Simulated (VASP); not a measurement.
Band structure of KF (rock salt). These are AM05 GGA, VASP's PBE PAW potentials (set 64) (plane waves; VASP) values and carry that method's errors.

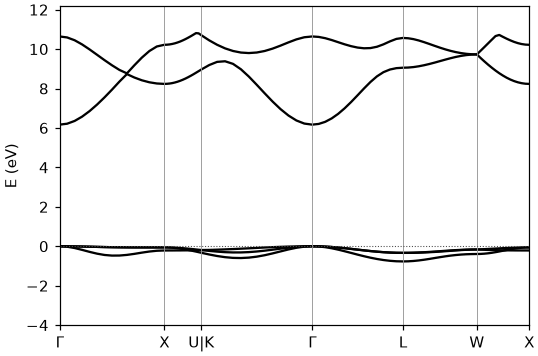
Figure. Bands along high-symmetry lines, zero at the valence-band maximum or, without a gap, the Fermi level

Question: Read the plot: is there a gap, and where are the band edges?

Answer: The gap is direct, 6.17 eV, from the valence maximum at Γ to the conduction minimum at Γ. (Edges off the drawn lines would not show.)

Measured: gap 10.90 eV (computed value off by -4.73 eV), as given by David Koller et al., Journal of Physics Condensed Matter (2013), arXiv:1304.4470.

The compound is KF in the rock salt structure. It was relaxed first.
